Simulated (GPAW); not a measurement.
# MoS2 (P6_3/mmc): G0W0 with GPAW, start to end

How does a plane-wave GW calculation on MoS2 (P6_3/mmc) run from the first input to the gap?

Program: GPAW 26.7.0. Level of theory: LDA and many-body steps on it, plane waves. Results are calculated unless marked as measured.

The database entry behind the starting cell differs from later determinations by our own check (about 0.3 % long), so it need not match the best structure at ambient conditions.

## 1. Starting point

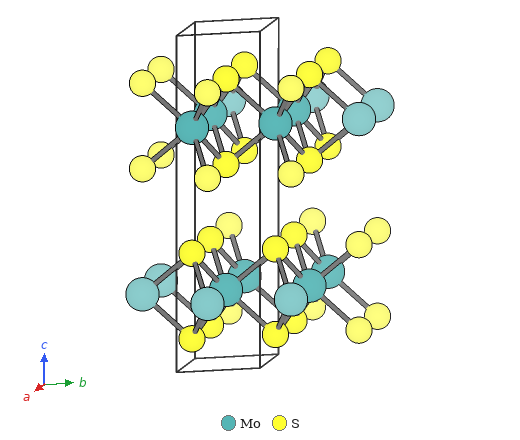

The starting structure, seen slightly off an axis (molybdenum teal, sulfur yellow). 2×2×1 cells are drawn. Some periodic images of atoms are drawn too.

The cell and positions come from the Crystallography Open Database and are kept as given unless a step says otherwise.

## 2. Ground state

This step: GPAW 26.7.0; DFT, LDA, plane waves, PAW.

The ground-state density comes first.

Input file run.py:

```python
import json
import numpy as np
from gpaw.mpi import world
from ase import Atoms
from gpaw import GPAW, PW, FermiDirac

atoms = Atoms(['Mo', 'Mo', 'S', 'S', 'S', 'S'],
    cell=[[3.1690000000, 0.0000000000, 0.0000000000],
      [-1.5845000000, 2.7444345046, 0.0000000000],
      [0.0000000000, 0.0000000000, 12.3240000000]],
    scaled_positions=[[0.3333333333, 0.6666666667, 0.2500000000],
      [0.6666666667, 0.3333333333, 0.7500000000],
      [0.3333333333, 0.6666666667, 0.6230000000],
      [0.6666666667, 0.3333333333, 0.1230000000],
      [0.3333333333, 0.6666666667, 0.8770000000],
      [0.6666666667, 0.3333333333, 0.3770000000]],
    pbc=(True, True, True))
calc = GPAW(mode=PW(450),
    xc='LDA',
    kpts={'size': (9, 9, 2), 'gamma': True},
    occupations=FermiDirac(0.001),
    nbands=-9,
    convergence={'density': 1e-6, 'bands': -3},
    maxiter=100,
    txt='gs.txt')
atoms.calc = calc
res = {'energy': atoms.get_potential_energy()}
kpts = calc.get_ibz_k_points()
res['kpts'] = kpts
res['eigenvalues'] = [calc.get_eigenvalues(kpt=k) for k in range(len(kpts))]
res['n_electrons'] = calc.get_number_of_electrons()
calc.write('gs.gpw')

if world.rank == 0:
    with open('result.json', 'w') as f:
        json.dump(res, f, default=lambda x: x.tolist())
```

Launch:

```bash
$ mpirun -n 4 gpaw python run.py
```

Numbers of over 12 decimals in the logs are rounded to 6 here.

The log of the run:

```text
__  _  _
 | _ |_)|_||  |
 |__||  | ||/\| - 26.7.0

Input parameters:
  mode=PW(ecut=450.000000),
  convergence={'density': 1e-06, 'bands': -3},
  kpts=MonkhorstPack(size=(9, 9, 2), gamma=True),
  maxiter=100,
  nbands=-9,
  occupations=Occupations(name='fermi-dirac', width=0.001, fixmagmom=False),
  xc=XC(name='LDA')
  [... matrices ...]
Diagonalizing LCAO Hamiltonian
Converting LCAO to pw mode

        S

           Mo
        S

           S
        Mo

           S

Atoms  # Å, Bohr magnetons
|   | symbol |         x |        y |         z |    initial magnetic moments |
| 0 |     Mo | -0.000000 | 1.829623 |  3.081000 | ( 0.0000,  0.0000,  0.0000) |
| 1 |     Mo |  1.584500 | 0.914812 |  9.243000 | ( 0.0000,  0.0000,  0.0000) |
| 2 |      S | -0.000000 | 1.829623 |  7.677852 | ( 0.0000,  0.0000,  0.0000) |
| 3 |      S |  1.584500 | 0.914812 |  1.515852 | ( 0.0000,  0.0000,  0.0000) |
| 4 |      S | -0.000000 | 1.829623 | 10.808148 | ( 0.0000,  0.0000,  0.0000) |
| 5 |      S |  1.584500 | 0.914812 |  4.646148 | ( 0.0000,  0.0000,  0.0000) |

Unit cell  # Å
| periodic |         x |        y |         z |   lengths |     angles |
|      yes |  3.169000 | 0.000000 |  0.000000 |  3.169000 |  90.000000 |
|      yes | -1.584500 | 2.744435 |  0.000000 |  3.169000 |  90.000000 |
|      yes |  0.000000 | 0.000000 | 12.324000 | 12.324000 | 120.000000 |

Number of symmetries: 12
Symmetry operations  # r_c * U_cc + t_c -> r_c
|    | kind |            matrix            |
|  0 |  σ   |  1, 1, 0,  0,-1, 0,  0, 0, 1 |
|  1 |  S6  |  1, 1, 0, -1, 0, 0,  0, 0,-1 |
|  2 |  E   |  1, 0, 0,  0, 1, 0,  0, 0, 1 |
|  3 |  C2  |  1, 0, 0, -1,-1, 0,  0, 0,-1 |
|  4 |  C2  |  0, 1, 0,  1, 0, 0,  0, 0,-1 |
|  5 |  C3  |  0, 1, 0, -1,-1, 0,  0, 0, 1 |
|  6 |  S6  |  0,-1, 0,  1, 1, 0,  0, 0,-1 |
|  7 |  σ   |  0,-1, 0, -1, 0, 0,  0, 0, 1 |
|  8 |  σ   | -1, 0, 0,  1, 1, 0,  0, 0, 1 |
|  9 |  i   | -1, 0, 0,  0,-1, 0,  0, 0,-1 |
| 10 |  C3  | -1,-1, 0,  1, 0, 0,  0, 0, 1 |
| 11 |  C2  | -1,-1, 0,  0, 1, 0,  0, 0,-1 |

BZ-sampling:
  Number of BZ points: 162
  Number of IBZ points: 24

  Monkhorst-Pack size: [9, 9, 2]
  Monkhorst-Pack shift: [0.0, 0.0, 0.25]

K-points  # in reciprocal-cell coordinates
|     |                                coordinates |     weight |
|   0 | (  0.00000000,   0.00000000,   0.00000000) | 0.00617284 |
|   1 | (  0.00000000,   0.00000000,   0.50000000) | 0.00617284 |
|   2 | (  0.11111111,   0.00000000,   0.00000000) | 0.03703704 |
|   3 | (  0.11111111,   0.00000000,   0.50000000) | 0.03703704 |
|   4 | (  0.22222222,  -0.11111111,   0.00000000) | 0.03703704 |
|   5 | (  0.22222222,  -0.11111111,   0.50000000) | 0.03703704 |
|   6 | (  0.22222222,   0.00000000,   0.00000000) | 0.03703704 |
|   7 | (  0.22222222,   0.00000000,   0.50000000) | 0.03703704 |
|   8 | (  0.33333333,  -0.11111111,   0.00000000) | 0.07407407 |
|   9 | (  0.33333333,  -0.11111111,   0.50000000) | 0.07407407 |
| ... |                                            |            |
|  23 | (  0.44444444,   0.44444444,   0.50000000) | 0.03703704 |

Plane wave coefficients: 2382
Cutoff: 450.000000 eV

Spin-components: 1 (collinear spins)
Bands:           35
Projectors:      32
Spin-degeneracy: 2
Datatype:        complex128

  Storage: CPU
  Wave functions: 31_543_680 bytes (7_885_920 per core)
  Projectors: 23_432_448 bytes (5_858_112 per core)
  [... matrices ...]
Parallelization:
  kpt:    4
  domain: 1
  band:   1

Density:
  Valence electrons: 52.0
  Components: 1
  Grid points: [16 16 63]
  Charge: 0.0  # |e|

Potential:
  Grid points: [16 16 63]

species:
  Mo:
    name:    Molybdenum
    Z:       42.0
    valence: 14
    core:    28
    charge:  0.0  # [|e|]
    compensation charges:
      type: gauss
      rc: 0.38  # [Å]
      lmax: 2
    cutoffs:
      filter: 2.16  # [Å]
      core: 1.42  # [Å]
    projectors
    | kind |    occ | energy [eV] | rcut [Å] |
    |   4s |  2.000 |     -64.384 |    1.238 |
    |   5s |  1.000 |      -4.319 |    1.238 |
    |   4p |  6.000 |     -38.595 |    1.296 |
    |   5p |  0.000 |      -1.161 |    1.296 |
    |   4d |  5.000 |      -3.933 |    1.296 |
    |    d |        |      23.278 |    1.296 |

    Using partial waves for Mo as LCAO basis

  S:
    name:    Sulfur
    Z:       16.0
    valence: 6
    core:    10
    charge:  0.0  # [|e|]
    compensation charges:
      type: gauss
      rc: 0.24  # [Å]
      lmax: 2
    cutoffs:
      filter: 1.77  # [Å]
      core: 1.66  # [Å]
    projectors
    | kind |    occ | energy [eV] | rcut [Å] |
    |   3s |  2.000 |     -17.278 |    0.974 |
    |   3p |  4.000 |      -7.106 |    0.979 |
    |    s |        |       9.933 |    0.974 |
    |    p |        |      20.105 |    0.979 |
    |    d |        |       0.000 |    0.900 |

    Using partial waves for S as LCAO basis

Reference energy: -263337.961849  # eV

eigensolver:
  PPCG
  Converge bands: -3
  niter=2

density mixing:
  MSR1-Mixer
  Pratt-step length: 0.05
  Maximum mixing coefficient: 0.75
  Old densities: 10
  SVD Regularization: 0.005
  Good broyden scale: 1.0
  Trust region scale: 1.0
  Backstep threshold: 4.0
  History deletion threshold: 6.0
  Fourier metric: weight=20.0, sigma=0.015

occupation numbers:
  Fermi-Dirac:
    width: 0.0010  # eV

poisson solver:
  ecut: 3600.000000  # eV

xc functional:
  name: None

Initialization done in: 1.208 s

convergence criteria:
- Maximum integral of absolute [dens]ity change: 1e-06 electrons / valence electron
- Maximum [total energy] change in last 3 cyles: 0.0005 eV / valence electron
- Maximum integral of absolute [eigenst]ate change: 4e-08 eV^2 / valence electron
maximum number of iterations: 100

SCF iterations
|iter     |     time |      energy | eigst |  dens |
|iter:   1|  |  -52.812625 | +0.70 |       |
|iter:   2|  |  -51.820051 | -0.86 | -0.99 |
|iter:   3|  |  -49.742256 | -0.78 | -1.06 |
|iter:   4|  |  -49.619046 | -1.61 | -1.48 |
|iter:   5|  |  -49.614209 | -2.45 | -1.84 |
|iter:   6|  |  -49.623876c| -2.18 | -2.25 |
|iter:   7|  |  -49.604954c| -2.40 | -2.27 |
|iter:   8|  |  -49.604956c| -4.12 | -3.12 |
|iter:   9|  |  -49.604956c| -5.65 | -3.53 |
|iter:  10|  |  -49.604956c| -6.77 | -4.29 |
|iter:  11|  |  -49.604956c| -7.48c| -4.80 |
|iter:  12|  |  -49.604956c| -8.12c| -5.39 |
|iter:  13|  |  -49.604956c| -8.62c| -6.22c|

Converged in 13 steps
SCF loop duration: 8.021 s (0.617 s/step)
Energy contributions relative to reference atoms: (reference = -263337.961849)
  [... matrices ...]
Energy contributions:
  Kinetic:          -7.858439
  Coulomb:          -4.887960
  Zero:             -0.332906
  External:          0.000000
  Xc:              -36.525651
  Entropy:          -0.000000
  Spinorbit:         0.000000
  ----------------------------
  Free energy:     -49.604956
  Extrapolated:    -49.604956

dipole moment: (0.000001, 0.000002, 0.000007)  # |e|*Ang

Fermi level: 8.782
Eigenvalues  # (at kpt = [0.000, 0.000, 0.000])
| band index |      eig [eV] | occ [0-2] |
|          0 |       -53.474 |     2.000 |
|        ... |               |           |
|         18 |         4.693 |     2.000 |
|         19 |         5.777 |     2.000 |
|         20 |         5.777 |     2.000 |
|         21 |         5.824 |     2.000 |
|         22 |         5.824 |     2.000 |
|         23 |         6.750 |     2.000 |
|         24 |         6.787 |     2.000 |
|         25 |         7.947 |     2.000 |
|         26 |        10.024 |     0.000 |
[...]
|         30 |        10.200 |     0.000 |
|         31 |        10.200 |     0.000 |
|         32 |        10.375 |     0.000 |
|         33 |        10.375 |     0.000 |
|         34 |        13.372 |     0.000 |

Gap: 0.887 eV
Transition (v -> c):
  (s=0, k=0, n=25, [0.00, 0.00, 0.00]) -> (s=0, k=8, n=26, [0.33, -0.11, 0.00])
Direct/indirect transitions are different
Direct gap: 1.636 eV
Transition at: (s=0, k=12, n=25, [0.33, 0.33, 0.00])
# Writing to gs.gpw (mode='')
  [... matrices ...]
```

The job ended after 11 s (4 MPI ranks of Arm Neoverse V2, shared host; peak memory 0.74 GiB).

This step gave:

```yaml
total_energy: -49.60 eV
gap: 0.8869 eV
k_of_the_valence_top: 0, 0, 0
k_of_the_conduction_bottom: 0.3333, -0.1111, 0
least_direct_gap: 1.636 eV
```

The gap is indirect, with the least direct gap 0.75 eV higher.

## 3. Bands along the symmetry lines

The cheap functional maps the bands first; the places of the edges decide which points the dearer methods must see.

Input file run.py:

```python
import json
import numpy as np
from gpaw.mpi import world
from gpaw import GPAW

path = [[0.000000, 0.000000, 0.000000],
    [0.062500, 0.000000, 0.000000],
    [0.125000, 0.000000, 0.000000],
    [0.187500, 0.000000, 0.000000],
    [0.250000, 0.000000, 0.000000],
    [0.312500, 0.000000, 0.000000],
    [0.375000, 0.000000, 0.000000],
    [0.437500, 0.000000, 0.000000],
    [0.500000, 0.000000, 0.000000],
    [0.479167, 0.041667, 0.000000],
    [0.458333, 0.083333, 0.000000],
    [0.437500, 0.125000, 0.000000],
    [0.416667, 0.166667, 0.000000],
    [0.395833, 0.208333, 0.000000],
    [0.375000, 0.250000, 0.000000],
    [0.354167, 0.291667, 0.000000],
    [0.333333, 0.333333, 0.000000],
    [0.291667, 0.291667, 0.000000],
    [0.250000, 0.250000, 0.000000],
    [0.208333, 0.208333, 0.000000],
    [0.166667, 0.166667, 0.000000],
    [0.125000, 0.125000, 0.000000],
    [0.083333, 0.083333, 0.000000],
    [0.041667, 0.041667, 0.000000],
    [0.000000, 0.000000, 0.000000],
    [0.000000, 0.000000, 0.062500],
    [0.000000, 0.000000, 0.125000],
    [0.000000, 0.000000, 0.187500],
    [0.000000, 0.000000, 0.250000],
    [0.000000, 0.000000, 0.312500],
    [0.000000, 0.000000, 0.375000],
    [0.000000, 0.000000, 0.437500],
    [0.000000, 0.000000, 0.500000],
    [0.062500, 0.000000, 0.500000],
    [0.125000, 0.000000, 0.500000],
    [0.187500, 0.000000, 0.500000],
    [0.250000, 0.000000, 0.500000],
    [0.312500, 0.000000, 0.500000],
    [0.375000, 0.000000, 0.500000],
    [0.437500, 0.000000, 0.500000],
    [0.500000, 0.000000, 0.500000],
    [0.479167, 0.041667, 0.500000],
    [0.458333, 0.083333, 0.500000],
    [0.437500, 0.125000, 0.500000],
    [0.416667, 0.166667, 0.500000],
    [0.395833, 0.208333, 0.500000],
    [0.375000, 0.250000, 0.500000],
    [0.354167, 0.291667, 0.500000],
    [0.333333, 0.333333, 0.500000],
    [0.291667, 0.291667, 0.500000],
    [0.250000, 0.250000, 0.500000],
    [0.208333, 0.208333, 0.500000],
    [0.166667, 0.166667, 0.500000],
    [0.125000, 0.125000, 0.500000],
    [0.083333, 0.083333, 0.500000],
    [0.041667, 0.041667, 0.500000],
    [0.000000, 0.000000, 0.500000],
    [0.500000, 0.000000, 0.500000],
    [0.500000, 0.000000, 0.437500],
    [0.500000, 0.000000, 0.375000],
    [0.500000, 0.000000, 0.312500],
    [0.500000, 0.000000, 0.250000],
    [0.500000, 0.000000, 0.187500],
    [0.500000, 0.000000, 0.125000],
    [0.500000, 0.000000, 0.062500],
    [0.500000, 0.000000, 0.000000],
    [0.333333, 0.333333, 0.500000],
    [0.333333, 0.333333, 0.437500],
    [0.333333, 0.333333, 0.375000],
    [0.333333, 0.333333, 0.312500],
    [0.333333, 0.333333, 0.250000],
    [0.333333, 0.333333, 0.187500],
    [0.333333, 0.333333, 0.125000],
    [0.333333, 0.333333, 0.062500],
    [0.333333, 0.333333, 0.000000]]
calc = GPAW('gs.gpw').fixed_density(kpts=path,
    symmetry='off',
    nbands=36,
    convergence={'bands': 32},
    txt='bands.txt')
res = {}
kpts = calc.get_ibz_k_points()
res['kpts'] = kpts
res['eigenvalues'] = [calc.get_eigenvalues(kpt=k) for k in range(len(kpts))]
res['n_electrons'] = calc.get_number_of_electrons()

if world.rank == 0:
    with open('result.json', 'w') as f:
        json.dump(res, f, default=lambda x: x.tolist())
```

Launch:

```bash
$ mpirun -n 4 gpaw python run.py
```

The log of the run:

```text
Diagonalizing LCAO Hamiltonian
Converting LCAO to pw mode
convergence criteria:
- Maximum integral of absolute [eigenst]ate change: 4e-08 eV^2 / valence electron
maximum number of iterations: 100

SCF iterations
|iter     |     time |      energy | eigst |  dens |
|iter:   1|  |             | +0.54 |       |
|iter:   2|  |             | -0.79 |       |
|iter:   3|  |             | -1.87 |       |
[...]
|iter:   9|  |             | -6.56 |       |
|iter:  10|  |             | -7.17 |       |
|iter:  11|  |             | -7.82c|       |
SCF steps: 11
  __  _  _
 | _ |_)|_||  |
 |__||  | ||/\| - 26.7.0

Input parameters:
  mode=PW(ecut=450.000000),
  convergence={'bands': 32},
  gpts=array([16, 16, 63]),
  kpts=KPoints(kpts=array([[0.      , 0.      , 0.      ],
         [0.0625  , 0.      , 0.      ],
         [0.125   , 0.      , 0.      ],
         [0.1875  , 0.      , 0.      ],
[...]
[0.479167, 0.041667, 0.      ],
         [0.458333, 0.083333, 0.      ],
[...]
[0.416667, 0.166667, 0.      ],
[...]
[0.5     , 0.      , 0.0625  ],
         [0.5     , 0.      , 0.      ],
[...]
[0.333333, 0.333333, 0.125   ],
         [0.333333, 0.333333, 0.0625  ],
         [0.333333, 0.333333, 0.      ]])),
  maxiter=100,
  nbands=36,
  occupations=Occupations(name='fermi-dirac', width=0.001, fixmagmom=False),
  parallel={},
  symmetry=Symmetry(point_group=False, time_reversal=False),
  xc=XC(name='LDA')
```

Run time: 24 s. Hardware: 4 MPI ranks; peak memory 0.89 GiB; 94 s of CPU time.

Numbers from this step:

```yaml
gap: 0.8093 eV
k_of_the_valence_top: 0, 0, 0
k_of_the_conduction_bottom: 0.1667, 0.1667, 0
least_direct_gap: 1.636 eV
```

The gap is 0.809 eV, −0.078 eV from the run before at this level.

Electronic bands along the path, in eV, zero at the top of the highest filled band:

| point | band 23 | band 24 | band 25 | band 26 | band 27 | band 28 | band 29 | band 30 |
| --- | --- | --- | --- | --- | --- | --- | --- | --- |
| Γ | -2.12 | -1.20 | -1.16 | 0.00 | 2.08 | 2.08 | 2.11 | 2.11 |
| M | -1.72 | -1.52 | -1.42 | -1.29 | 1.55 | 1.60 | 1.93 | 2.21 |
| K | -2.66 | -2.66 | -0.80 | -0.63 | 1.01 | 1.01 | 1.73 | 2.78 |
| Γ | -2.12 | -1.20 | -1.16 | 0.00 | 2.08 | 2.08 | 2.11 | 2.11 |
| A | -2.15 | -2.15 | -0.27 | -0.27 | 2.08 | 2.08 | 2.08 | 2.08 |
| L | -1.62 | -1.62 | -1.34 | -1.34 | 1.57 | 1.57 | 2.08 | 2.08 |
| H | -2.84 | -2.84 | -0.73 | -0.73 | 1.01 | 1.01 | 2.22 | 2.22 |
| A | -2.15 | -2.15 | -0.27 | -0.27 | 2.08 | 2.08 | 2.08 | 2.08 |
| jump to L | -1.62 | -1.62 | -1.34 | -1.34 | 1.57 | 1.57 | 2.08 | 2.08 |
| M | -1.72 | -1.52 | -1.42 | -1.29 | 1.55 | 1.60 | 1.93 | 2.21 |
| jump to H | -2.84 | -2.84 | -0.73 | -0.73 | 1.01 | 1.01 | 2.22 | 2.22 |
| K | -2.66 | -2.66 | -0.80 | -0.63 | 1.01 | 1.01 | 1.73 | 2.78 |

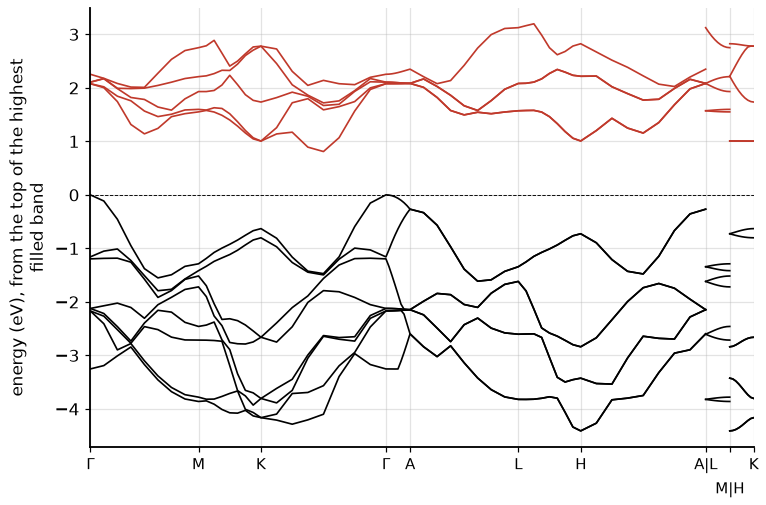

Electronic bands along the path; lines of filled and empty bands in two colours.

## 4. Empty states on the mesh, 6×6×2 mesh, 253 bands

The sums over transitions need many empty states on a uniform mesh; this step solves for them.

Input file run.py:

```python
import json
import numpy as np
from gpaw.mpi import world
from gpaw import GPAW

calc = GPAW('gs.gpw').fixed_density(kpts={'size': (6, 6, 2), 'gamma': True},
    parallel={'domain': 1, 'band': 1},
    txt='nscf.txt')
calc.diagonalize_full_hamiltonian(nbands=253)
calc.write('full.gpw', mode='all')
res = {}
kpts = calc.get_ibz_k_points()
res['kpts'] = kpts
res['eigenvalues'] = [calc.get_eigenvalues(kpt=k) for k in range(len(kpts))]
res['n_electrons'] = calc.get_number_of_electrons()

if world.rank == 0:
    with open('result.json', 'w') as f:
        json.dump(res, f, default=lambda x: x.tolist())
```

Launch:

```bash
$ mpirun -n 4 gpaw python run.py
```

The log of the run:

```text
Diagonalizing LCAO Hamiltonian
Converting LCAO to pw mode
convergence criteria:
- Maximum integral of absolute [eigenst]ate change: 4e-08 eV^2 / valence electron
maximum number of iterations: 100

SCF iterations
|iter     |     time |      energy | eigst |  dens |
|iter:   1|  |             | +0.56 |       |
|iter:   2|  |             | -0.80 |       |
|iter:   3|  |             | -1.84 |       |
[...]
|iter:   9|  |             | -6.50 |       |
|iter:  10|  |             | -7.04 |       |
|iter:  11|  |             | -7.65c|       |
SCF steps: 11
  __  _  _
 | _ |_)|_||  |
 |__||  | ||/\| - 26.7.0

Input parameters:
  mode=PW(ecut=450.000000),
  convergence={'density': 1e-06, 'bands': -3},
  gpts=array([16, 16, 63]),
  kpts=MonkhorstPack(size=(6, 6, 2), gamma=True),
  maxiter=100,
  nbands=35,
  occupations=Occupations(name='fermi-dirac', width=0.001, fixmagmom=False),
  parallel={'domain': 1, 'band': 1},
  xc=XC(name='LDA')
Matrix size: 2382x2382
# Writing to full.gpw (mode='all')
  [... matrices ...]

timing:  # [seconds]
  Total: 40.412  # ━━━━━━━━━━━━━━━━━━━━━━━━━━━━━━━━━━━━━━━━━━━━━━━━━━━━━━━━━━
```

The job ended after 48 s (4 MPI ranks; peak memory 2.6 GiB; 3.2 min of CPU time).

This step gave:

```yaml
gap: 0.8093 eV
k_of_the_valence_top: 0, 0, 0
k_of_the_conduction_bottom: 0.3333, -0.1667, 0
least_direct_gap: 1.636 eV
k_points_computed: 14
lowest_point_of_the_top_converged_band_above_the_valence_top: 81.4842 eV
```

On this mesh the gap is 0.809 eV.

(Part 1 of 2 ends here.)

[Paths, hosts, dates, memory and timing lines, banners, echoed tables and standing remarks are left out of the program output.]

[Logs are printed without paths, hosts, clocks, repeated set-up lines and the standing remarks that a program may print on its own settings, such as how far it seeks lower states.]

[Runs of the session that timed out or met a known fault of the program may be left out.]

[Hosts, paths, dates, database ids (printed as entryN), source tags and the programs' standing remarks are cut or masked in the printed files.]
